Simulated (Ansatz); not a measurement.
Stretching the K1–H2 bond in KH (multiplicity 1 held). Energies count from the point at 2.265 Å.


R- and RO- levels are restricted; in cc, def2 and unpolarised 6-31G sets they are followed outwards from rest. U- levels take the lowest unrestricted solution at each point, which mixes spins at long bonds. Full CI gives the lowest state of the spin. With two correlated electrons CCSD equals full CI. Curves can end on different states.

Cores are frozen in the correlated methods.

Codes used: Ansatz (Gaussian orbitals). Values without a source in brackets are computed.

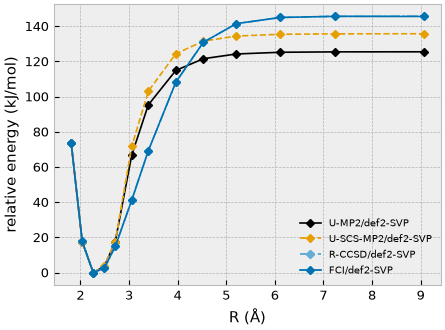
Figure: Relative energy along the coordinate

Doubts at one or more of the structures used: a spin-contaminated determinant (U-MP2/def2-SVP, U-SCS-MP2/def2-SVP); T1 above 0.05 (R-CCSD/def2-SVP); a restricted determinant that unrestricted orbitals would lower (R-CCSD/def2-SVP); other coupled-cluster roots lie near (R-CCSD/def2-SVP); the program's own flag: above unrestricted (FCI/def2-SVP).

Ansatz is an electronic-structure program.
